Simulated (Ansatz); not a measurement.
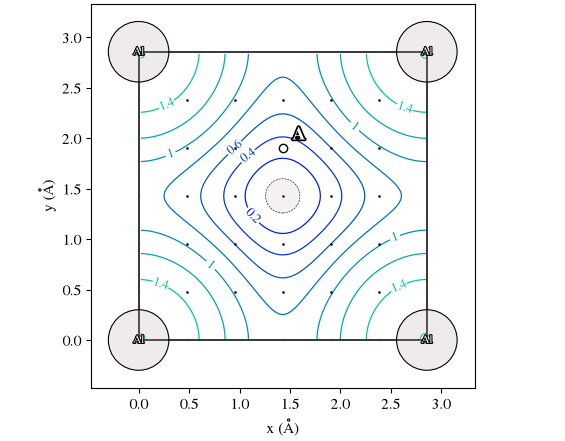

Si on an Al(100) slab cut from the Fm-3m phase, its upper half relaxed before the scan (12 atoms of substrate and one adsorbate in a 2 × 2 cell). Si is moved over the surface cell; relaxed at each place: the height of the adsorbate's atoms; substrate rigid; the origin of the map has the adsorbate above Al9. Places are given modulo a cell vector. The map is drawn in real space over the plane of the surface. The grid has 6 × 6 points; 10 points were computed and 26 follow by symmetry. Places are given in fractions of the 1 × 1 surface cell. Energies: eV, counted from the lowest grid point. These are results of DFT PBE, scalar-relativistic, plane waves, PAW in Ansatz 0.2.0, not measurements. Settings: cutoff 420 eV, k-mesh 5×5×1, gaussian smearing 0.1 eV, no spin polarisation.

Drawn: contour lines labelled in eV, dots at the grid points, labelled circles for the atoms of the top layer and small ones for the second layer, the outline of one cell of the plane, the point A. Between grid points the surface is interpolated.

Q: Which way does the force act at A, and how strong is it?

A: A, at (3/6, 4/6) of the cell vectors, is not a stationary point. The computed force is 0.95 eV/Å in the plane, pointing down in the picture (components 0.00 and −0.95 eV/Å).
